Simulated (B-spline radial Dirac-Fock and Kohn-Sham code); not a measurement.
Atomic Sn. The calculation used a Dirac–Hartree–Slater potential; 1 + βP₂(cos θ) + (δ + γ cos²θ) sin θ cos φ with E1 and E1–E2 terms (a B-spline radial code). Open shells are averaged over j.

Before looking at the plot, say what to expect. Its caption: Angular distribution of photoelectrons from O1 (5s) in the plane of the polarisation E (up) and the photon direction k (right), relative to an isotropic one.

At 3.68 keV, β = 1.992, γ = −0.091 and δ = 0.000. At 6.78 keV, β = 1.992, γ = 0.149 and δ = 0.000. At 6.78 keV the emission 45° forward of E is 1.1 times that 45° backward, and the lobe peaks 1.0° from E towards k.

Here it is:

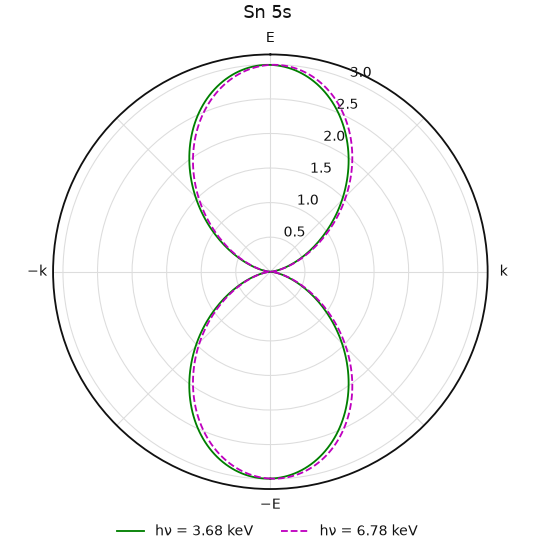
